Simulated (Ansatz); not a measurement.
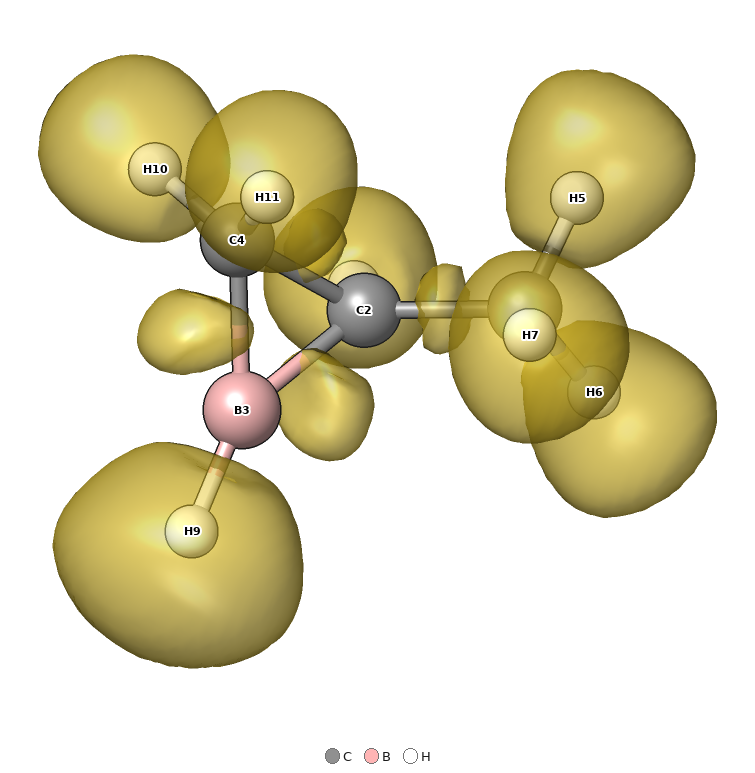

Figure. C$_{3}$H$_{7}$B (SMILES CC1BC1). Isosurface of the ELF at 0.85 (yellow), seen across its widest extent. Core shells and regions of very low density are left out.

Geometry: PBE0-D4/def2-TZVP.

These are results of RKS PBE0-D4/def2-TZVPP (Ansatz 0.2.0), not measurements.

```xyz
11

C    -0.7502    1.1127    0.3694
C    -0.3823   -0.1831   -0.3147
B     0.9704   -0.4047   -0.9840
C     0.6576   -1.1215    0.3243
H    -1.4404    0.9416    1.2013
H    -1.2231    1.8089   -0.3276
H     0.1331    1.6115    0.7779
H    -1.2314   -0.7043   -0.7561
H     1.7407   -0.1498   -1.8480
H     0.4410   -2.1860    0.3433
H     1.1499   -0.7825    1.2345
```

Identify the bonds, lone pairs and shells in this picture.

The surface consists of two regions between bonded B–C atoms (shared pairs), two regions between bonded C–C atoms (shared pairs) and seven regions around hydrogen nuclei. Along the contacts the grid gives the following. C–C (1.51 Å): the ELF peaks at about 0.95 between the atoms: a shared electron pair. C–B (1.52 Å): the ELF peaks at about 0.90 between the atoms: a covalent bond.
